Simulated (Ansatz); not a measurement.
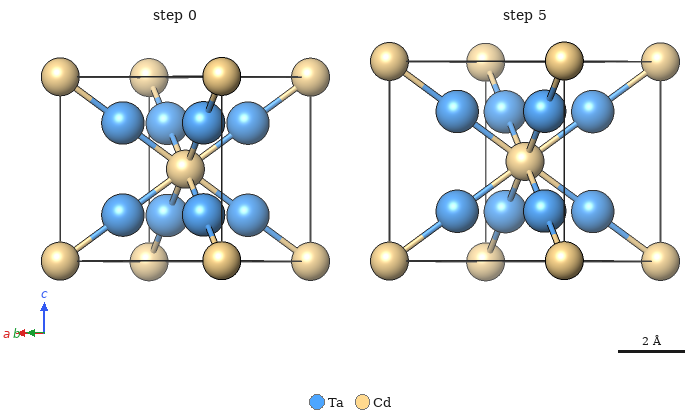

The structure of a crystal of Ta₄Cd (a generated structure, set up in Im-3m) (coarse preliminary run) before (left) and after (right) a relaxation, at one scale.

The picture is a ball-and-stick view of the conventional cell (2 times the calculation's cell), seen from a free direction. Lengths and directions refer to the drawn axes.

Method: DFT PBE, scalar-relativistic, plane waves, PAW in Ansatz.

The input:
```yaml
crystal:
  lattice:
    - [-2.81282086, 2.81282086, 2.81282086]
    - [2.81282086, -2.81282086, 2.81282086]
    - [2.81282086, 2.81282086, -2.81282086]
  atoms:
    - { symbol: Ta, position: [0.0, 0.0, 0.5] }
    - { symbol: Ta, position: [0.0, 0.5, 0.0] }
    - { symbol: Ta, position: [0.5, 0.0, 0.0] }
    - { symbol: Ta, position: [0.5, 0.5, 0.5] }
    - { symbol: Cd, position: [0.0, 0.0, 0.0] }
basis:
  ecutwfc: 420
kpoints:
  mp_grid: { grid: [4, 4, 4] }
hamiltonian:
  xc: pbe
scf:
  occupations: { method: gaussian, width: 0.1 }
  lower_state_search: "off"
output:
  forces: true
  stress: true
  eigenvalues: true
relax:
  adjacent_minimum: "off"
  f_tol: 0.04
  max_steps: 70
  cell: { stress_tol: 0.4 }
```

Launched with:
```bash
ansatz run input.yaml --threads 1 --pin off --max-ram 2048MiB --backend cpu --events-out ev --progress --plain --runs-dir out
```

Describe what moved and what it gained.

The energy falls by 3.167 eV per cell of the calculation in 4 accepted moves (5 points after the start). All forces vanish by symmetry, so only the cell relaxes. Pressure: 51.64 GPa at the start and 0.10 GPa at the end. The SCF was repeated once at an unchanged geometry on a basis and grid sized afresh for the cell, which shifted the energy by 16.3 meV per cell of the calculation at most. The atoms keep their places relative to the cell (all moves are under 0.005 Å). Cell: a = b = c 5.626 → 6.094 Å (+8.3 %). Volume +27.1 %. Near-neighbour distances that change, for instance: Ta1–Ta2 2.813 → 3.047 Å, Ta1–Cd5 2.436 → 2.639 Å. The space group stays Im-3m (No. 229).
